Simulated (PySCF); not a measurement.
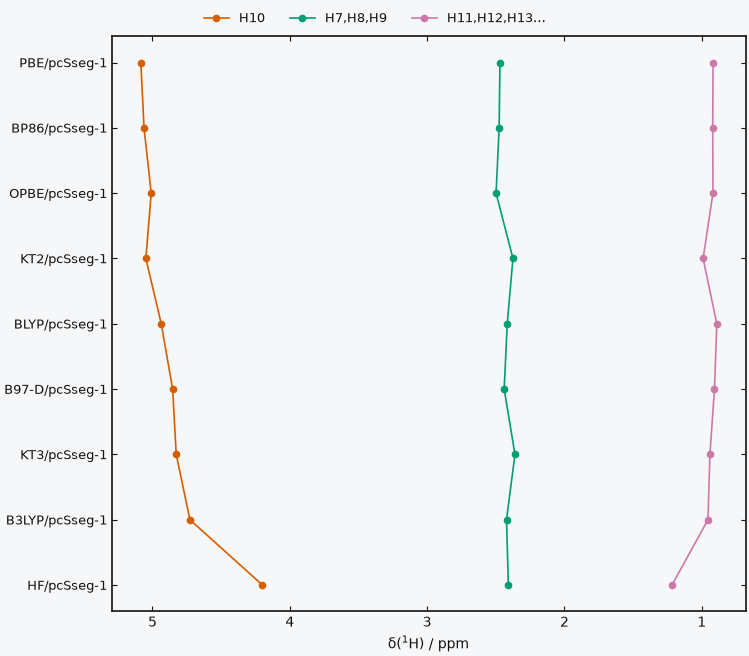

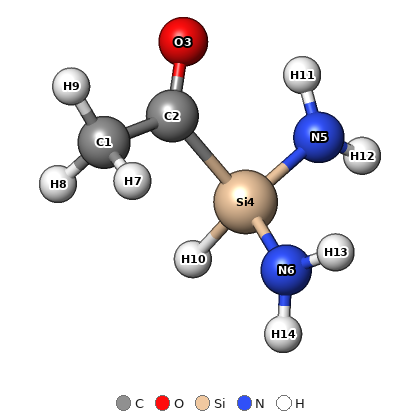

GIAO ¹H shifts of C₂H₈N₂OSi, SMILES CC(=O)[SiH](N)N at several levels, one geometry, PySCF 2.14.0, at a PBE0-D3(BJ)/def2-SVP geometry (no frequency check); values of one conformer, averaged over nuclei that symmetry, rotation about single bonds or inversion at nitrogen exchange, these motions taken as fast; other conformers aren't averaged in; each against TMS at the same level. Protons on N, O or S are those of the isolated molecule, without hydrogen bonds to neighbours or exchange.

Which of the plotted signals depends most on the level, and by how much?

That of H10: from 4.20 ppm (HF/pcSseg-1) to 5.09 ppm (PBE/pcSseg-1), a spread of 0.89 ppm. The steadiest, H7, H8 and H9, moves by 0.14 ppm.

Do all levels give the signals in the same order?

Yes, the order of the signals is the same at every level.
